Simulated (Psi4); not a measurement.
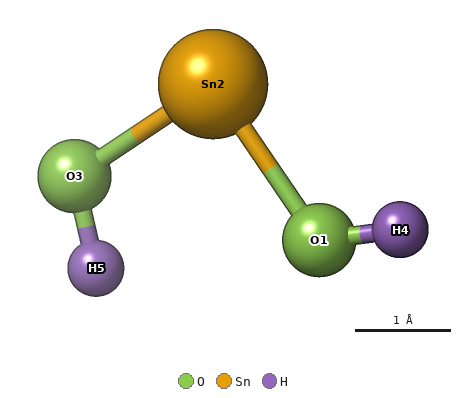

**Figure 1.** The structure (ball-and-stick view, seen at a tilt; atoms are numbered from 1 in the order of the input). Sticks mark near contacts. Bond lengths as drawn: H–O 0.94 to 1.00 Å and O–Sn 1.92 to 2.01 Å.

# Single-point calculation, with input and output: SnH₂O₂

System: SnH₂O₂, SMILES [OH][Sn][OH].
Method: CCSD(T)/def2-SVP, RHF, core potentials def2 (Psi4 1.11).

The atoms were displaced at random from an optimised geometry.

Input file (run.py)
```python
import psi4

psi4.set_memory(1600000000)
psi4.set_num_threads(1)
psi4.core.set_output_file('output.dat', False)

mol = psi4.geometry("""
0 1
O     -1.010352     0.201558    -0.606737
Sn    -0.124896    -0.929008     0.795865
O      1.560678    -0.011089     0.662852
H     -1.903326     0.007087    -0.828724
H      1.507070     0.698505    -0.036333
symmetry c1
""")

options = {'num_frozen_docc': 6}
psi4.set_options(options)

energy_value = psi4.energy('ccsd(t)/def2-SVP')
print(f'ccsd(t)/def2-SVP energy: {energy_value:.10f} Eh')
```

Run on 1 thread of Intel Xeon (Sapphire Rapids), 64 GiB of memory available, shared host.

Command:
```bash
python run.py
```

Log
```
=> Loading Basis Set <=

    Name: DEF2-SVP
    Role: ORBITAL
    Keyword: BASIS

    !!!  WARNING: ECP capability is in beta. Please check occupations closely.  !!!

         ---------------------------------------------------------
                                   SCF
                              RHF Reference
                        1 Threads,   1525 MiB Core
         ---------------------------------------------------------

  ==> Geometry <==

    Molecular point group: c1
    Full point group: C1

    Geometry (in Angstrom), charge = 0, multiplicity = 1:

       Center              X                  Y                   Z               Mass
    ------------   -----------------  -----------------  -----------------  -----------------
         O           -0.967649487247     0.900889282274    -1.226924983187    15.994914619570
         SN          -0.082193487247    -0.229676717726     0.175677016813   119.902201630000
         O            1.603380512753     0.688242282274     0.042664016813    15.994914619570
         H           -1.860623487247     0.706418282274    -1.448911983187     1.007825032230
         H            1.549772512753     1.397836282274    -0.656520983187     1.007825032230

  Running in c1 symmetry.

  Rotational constants: A =      0.33982  B =      0.23117  C =      0.13758 [cm^-1]
  Rotational constants: A =  10187.64510  B =   6930.31565  C =   4124.57926 [MHz]
  Nuclear repulsion =  127.466862524639680

  Charge       = 0
  Multiplicity = 1
  Electrons    = 40
  Nalpha       = 20
  Nbeta        = 20

  ==> Algorithm <==

  SCF Algorithm Type is PK.
  DIIS enabled.
  MOM disabled.
  Fractional occupation disabled.
  Guess Type is SAD.
  Energy threshold   = 1.00e-08
  Density threshold  = 1.00e-08
  Integral threshold = 1.00e-12

  ==> Primary Basis <==

  Basis Set: DEF2-SVP
    Blend: DEF2-SVP
    Number of shells: 28
    Number of basis functions: 64
    Number of Cartesian functions: 68
    Spherical Harmonics?: true
    Max angular momentum: 2

  Core potential: DEF2-SVP
    Number of shells: 4
    Number of ECP primitives: 18
    Number of ECP core electrons: 28
    Max angular momentum: 3

  ==> Integral Setup <==

  Using in-core PK algorithm.
   Calculation information:
      Number of atoms:                   5
      Number of AO shells:              28
      Number of primitives:             57
      Number of atomic orbitals:        68
      Number of basis functions:        64

      Integral cutoff                 1.00e-12
      Number of threads:                 1

  Performing in-core PK
  Using 4328480 doubles for integral storage.
  We computed 79240 shell quartets total.
  Whereas there are 82621 unique shell quartets.

  ==> DiskJK: Disk-Based J/K Matrices <==

    J tasked:                  Yes
    K tasked:                  Yes
    wK tasked:                  No
    Memory [MiB]:             1144
    Schwarz Cutoff:          1E-12

  Minimum eigenvalue in the overlap matrix is 3.1207174437E-02.
  Reciprocal condition number of the overlap matrix is 7.7950945111E-03.
    Using symmetric orthogonalization.

  ==> Pre-Iterations <==

  SCF Guess: Superposition of Atomic Densities via on-the-fly atomic UHF (no occupation information).

   -------------------------
    Irrep   Nso     Nmo
   -------------------------
     A         64      64
   -------------------------
    Total      64      64
   -------------------------

  ==> Iterations <==

                        Total Energy        Delta E     RMS |[F,P]|

   @RHF iter SAD:  -361.68523781932049   -3.61685e+02   0.00000e+00
   @RHF iter   1:  -363.93037723560633   -2.24514e+00   1.11372e-02 DIIS/ADIIS
   @RHF iter   2:  -364.04412709446098   -1.13750e-01   8.26337e-03 DIIS/ADIIS
   @RHF iter   3:  -364.14680536046399   -1.02678e-01   6.05174e-04 DIIS/ADIIS
   @RHF iter   4:  -364.14787152724324   -1.06617e-03   1.80861e-04 DIIS/ADIIS
   @RHF iter   5:  -364.14800763669791   -1.36109e-04   3.94820e-05 DIIS
   @RHF iter   6:  -364.14801668477691   -9.04808e-06   1.70456e-05 DIIS
   @RHF iter   7:  -364.14801783531243   -1.15054e-06   6.83981e-06 DIIS
   @RHF iter   8:  -364.14801808395572   -2.48643e-07   1.59418e-06 DIIS
   @RHF iter   9:  -364.14801810650027   -2.25446e-08   3.93310e-07 DIIS
   @RHF iter  10:  -364.14801810773923   -1.23896e-09   6.70513e-08 DIIS
   @RHF iter  11:  -364.14801810776999   -3.07523e-11   1.67711e-08 DIIS
   @RHF iter  12:  -364.14801810777203   -2.04636e-12   4.98856e-09 DIIS
  Energy and wave function converged.

  ==> Post-Iterations <==

    Orbital Energies [Eh]
    ---------------------

    Doubly Occupied:

       1A    -20.530330     2A    -20.517313     3A     -5.873365
       4A     -4.066110     5A     -4.060518     6A     -4.056663
       7A     -1.359326     8A     -1.345733     9A     -1.331476
      10A     -1.326895    11A     -1.320708    12A     -1.256419
      13A     -1.221518    14A     -0.674340    15A     -0.632896
      16A     -0.536520    17A     -0.490315    18A     -0.489317
      19A     -0.462487    20A     -0.358523

    Virtual:

      21A      0.033969    22A      0.104945    23A      0.149566
      24A      0.231749    25A      0.258476    26A      0.302844
      27A      0.365498    28A      0.435178    29A      0.454877
      30A      0.544910    31A      0.552987    32A      0.573581
      33A      0.656795    34A      0.793274    35A      0.876067
      36A      0.947368    37A      1.271414    38A      1.288597
      39A      1.315524    40A      1.326293    41A      1.377010
      42A      1.467298    43A      1.553769    44A      1.614864
      45A      1.721864    46A      1.742824    47A      1.899826
      48A      1.946833    49A      2.504695    50A      2.639219
      51A      3.035883    52A      3.050047    53A      3.117277
      54A      3.154376    55A      3.325491    56A      3.331311
      57A      3.392881    58A      3.415922    59A      4.089372
      60A      4.174291    61A     14.930228    62A     15.472987
      63A     15.774595    64A     52.450589

    Final Occupation by Irrep:
              A
    DOCC [    20 ]
    NA   [    20 ]
    NB   [    20 ]

  @RHF Final Energy:  -364.14801810777203

   => Energetics <=

    Nuclear Repulsion Energy =            127.4668625246396800
    One-Electron Energy =                -839.4082152171664575
    Two-Electron Energy =                 347.7933345847548026
    Total Energy =                       -364.1480181077720317

Computation Completed

Properties will be evaluated at   0.000000,   0.000000,   0.000000 [a0]

Properties computed using the SCF density matrix

 Multipole Moments:

 ------------------------------------------------------------------------------------
     Multipole            Electronic (a.u.)      Nuclear  (a.u.)        Total (a.u.)
 ------------------------------------------------------------------------------------

 L = 1.  Multiply by 2.5417464519 to convert [e a0] to [Debye]
 Dipole X            :         -6.4181705            5.6063270           -0.8118435
 Dipole Y            :        -18.9304491           18.4520782           -0.4783709
 Dipole Z            :         14.6388358          -14.5785309            0.0603049
 Magnitude           :                                                    0.9442273

 ------------------------------------------------------------------------------------

	total time  =          1 seconds =       0.02 minutes
 MINTS: Wrapper to libmints.

   Calculation information:
      Number of threads:                 1
      Number of atoms:                   5
      Number of AO shells:              28
      Number of SO shells:              28
      Number of primitives:             57
      Number of atomic orbitals:        68
      Number of basis functions:        64

      Number of irreps:                  1
      Integral cutoff                 1.00e-12
      Number of functions per irrep: [  64 ]

 OEINTS: Overlap, kinetic, potential, dipole, and quadrupole integrals
         stored in file 35.

      Computing two-electron integrals...done
      Computed 2009029 non-zero two-electron integrals.
        Stored in file 33.

	Wfn Parameters:
	--------------------
	Wavefunction         = CCSD_T
	Number of irreps     = 1
	Number of MOs        = 64
	Number of active MOs = 58
	AO-Basis             = NONE
	Semicanonical        = false
	Reference            = RHF
	Print Level          = 1

	IRREP	# MOs	# FZDC	# DOCC	# SOCC	# VIRT	# FZVR
	-----	-----	------	------	------	------	------
	 A	   64	    6	    14	    0	    44	    0
	Transforming integrals...
	IWL integrals will be deleted.
	(OO|OO)...
	Presorting SO-basis two-electron integrals.
	Sorting File: SO Ints (nn|nn) nbuckets = 1
	Constructing frozen core operators
	Starting first half-transformation.
	Sorting half-transformed integrals.
	First half integral transformation complete.
	Starting second half-transformation.
	Two-electron integral transformation complete.
	(OO|OV)...
	Starting second half-transformation.
	Two-electron integral transformation complete.
	(OO|VV)...
	Starting second half-transformation.
	Two-electron integral transformation complete.
	(OV|OO)...
	Starting first half-transformation.
	Sorting half-transformed integrals.
	First half integral transformation complete.
	Starting second half-transformation.
	Two-electron integral transformation complete.
	(OV|OV)...
	Starting second half-transformation.
	Two-electron integral transformation complete.
	(OV|VV)...
	Starting second half-transformation.
	Two-electron integral transformation complete.
	(VV|OO)...
	Starting first half-transformation.
	Sorting half-transformed integrals.
	First half integral transformation complete.
	Starting second half-transformation.
	Two-electron integral transformation complete.
	(VV|OV)...
	Starting second half-transformation.
	Two-electron integral transformation complete.
	(VV|VV)...
	Starting second half-transformation.
	Two-electron integral transformation complete.
	Frozen core energy     =   -323.46779790006275

	Size of irrep 0 of <ab|cd> integrals:      3.748 (MW) /     29.985 (MB)
	Total:                                     3.748 (MW) /     29.985 (MB)

	Size of irrep 0 of <ia|bc> integrals:      1.193 (MW) /      9.541 (MB)
	Total:                                     1.193 (MW) /      9.541 (MB)

	Size of irrep 0 of tijab amplitudes:       0.379 (MW) /      3.036 (MB)
	Total:                                     0.379 (MW) /      3.036 (MB)

	Nuclear Rep. energy          =    127.46686252463968
	SCF energy                   =   -364.14801810777203
	One-electron energy          =   -310.68121698759535
	Two-electron energy          =    142.53413425524474
	Reference energy             =   -364.14801810777368

	total time  =          1 seconds =       0.02 minutes
            **************************
            *                        *
            *        CCENERGY        *
            *                        *
            **************************

    Nuclear Rep. energy (wfn)     =  127.466862524639680
    SCF energy          (wfn)     = -364.148018107772032
    Reference energy    (file100) = -364.148018107773680

    Input parameters:
    -----------------
    Wave function   =     CCSD_T
    Reference wfn   =     RHF
    Brueckner       =     No
    Memory (Mbytes) =     1600.0
    Maxiter         =     50
    R_Convergence   =     1.0e-07
    E_Convergence   =     1.0e-06
    Restart         =     Yes
    DIIS            =     Yes
    AO Basis        =     NONE
    ABCD            =     NEW
    Cache Level     =     2
    Cache Type      =     LOW
    Print Level     =     1
    Num. of threads =     1
    # Amps to Print =     10
    Print MP2 Amps? =     No
    Analyze T2 Amps =     No
    Print Pair Ener =     No
    Local CC        =     No
    SCS-MP2         =     False
    SCSN-MP2        =     False
    SCS-CCSD        =     False

MP2 correlation energy -0.4764018592200425
                Solving CC Amplitude Equations
                ------------------------------
  Iter             Energy              RMS        T1Diag      D1Diag    New D1Diag    D2Diag
  ----     ---------------------    ---------   ----------  ----------  ----------   --------
     0        -0.476401859220043    0.000e+00    0.000000    0.000000    0.000000    0.136841
     1        -0.473803913909761    8.696e-02    0.012633    0.050478    0.050478    0.163454
     2        -0.486688950353757    3.532e-02    0.012100    0.047179    0.047179    0.174542
     3        -0.491863110017205    1.820e-02    0.015334    0.062355    0.062355    0.183174
     4        -0.491644239913964    5.051e-03    0.016293    0.067043    0.067043    0.184047
     5        -0.491601440280731    2.469e-03    0.016804    0.070091    0.070091    0.183843
     6        -0.491654015211413    9.192e-04    0.017016    0.071380    0.071380    0.183687
     7        -0.491639519200722    3.111e-04    0.017063    0.071720    0.071720    0.183575
     8        -0.491633430963784    1.026e-04    0.017069    0.071787    0.071787    0.183548
     9        -0.491636686592284    3.844e-05    0.017072    0.071817    0.071817    0.183545
    10        -0.491635366389077    1.796e-05    0.017072    0.071829    0.071829    0.183542
    11        -0.491635285050254    6.264e-06    0.017071    0.071828    0.071828    0.183542
    12        -0.491635159060806    2.630e-06    0.017072    0.071831    0.071831    0.183542
    13        -0.491635139978725    1.003e-06    0.017072    0.071831    0.071831    0.183542
    14        -0.491635131571049    3.208e-07    0.017072    0.071831    0.071831    0.183542
    15        -0.491635135702852    1.460e-07    0.017072    0.071831    0.071831    0.183542
    16        -0.491635137261189    6.084e-08    0.017072    0.071831    0.071831    0.183542

    Iterations converged.

    Largest TIA Amplitudes:
             10   0        -0.0623810733
             11   0         0.0309577240
              9   1         0.0189969343
             11   1         0.0176363685
              7   2        -0.0159035162
              9   2         0.0133342866
             13   1        -0.0127528840
             12   0         0.0117332130
             11   2        -0.0109545813
             10   1         0.0098502825

    Largest TIjAb Amplitudes:
     13  13   0   0        -0.0743921590
     13  13   1   1        -0.0571946566
     13  13   1   7        -0.0318146100
     13  13   7   1        -0.0318146100
     13  13   2   2        -0.0295803248
     12  12   0   0        -0.0259105687
     13  13   0   6        -0.0255490942
     13  13   6   0        -0.0255490942
      9  13   0   0        -0.0252259285
     13   9   0   0        -0.0252259285

    SCF energy       (wfn)                    = -364.148018107772032
    Reference energy (file100)                = -364.148018107773680

    Opposite-spin MP2 correlation energy      =   -0.349330054457241
    Same-spin MP2 correlation energy          =   -0.127071804762801
    Singles MP2 correlation energy            =   -0.000000000000000
    MP2 correlation energy                    =   -0.476401859220043
      * MP2 total energy                      = -364.624419966993742

    Opposite-spin CCSD correlation energy     =   -0.380123648443278
    Same-spin CCSD correlation energy         =   -0.111511488817911
    Singles CCSD correlation energy           =    0.000000000000000
    CCSD correlation energy                   =   -0.491635137261189
      * CCSD total energy                     = -364.639653245034879

            **************************
            *                        *
            *        CCTRIPLES       *
            *                        *
            **************************

    Wave function   =    CCSD_T
    Reference wfn   =      RHF

    Nuclear Rep. energy (wfn)                =  127.466862524639680
    SCF energy          (wfn)                = -364.148018107772032
    Reference energy    (file100)            = -364.148018107773680
    CCSD energy         (file100)            =   -0.491635137261189
    Total CCSD energy   (file100)            = -364.639653245034879

    Number of ijk index combinations:              560
    Approx. words needed per explicit thread:          340736
    Number of threads for explicit ijk threading:    1

    MKL num_threads set to 1 for explicit threading.

    (T) energy                                =   -0.012776920298106
      * CCSD(T) total energy                  = -364.652430165332987
```

Standard output
```
ccsd(t)/def2-SVP energy: -364.6524301653 Eh
```

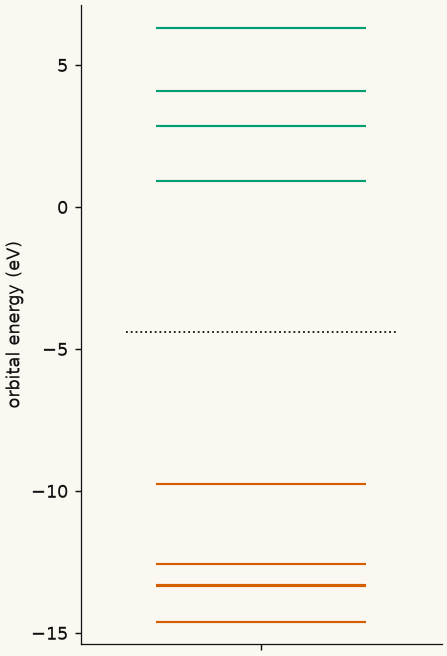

**Figure 2.** Orbital energies near the frontier (SCF reference); the dotted line parts filled from empty levels, and levels within 0.02 eV of each other stand side by side. Highest filled −9.76 eV, lowest empty 0.92 eV, 10.68 eV apart.

Results in brief

- outcome: converged
- total energy: −364.652430 hartree
- SCF energy: −364.148018 hartree
- MP2 energy: −364.624420 hartree
- CCSD energy: −364.639653 hartree
- correlation energy: −0.504412 hartree
- (T) correction: −0.012777 hartree
- basis functions: 64
- T1 diagnostic: 0.017
- HOMO of the SCF reference: −9.76 eV
- LUMO of the SCF reference: 0.92 eV
- wall time: 14 s
- peak memory: 0.3 GiB
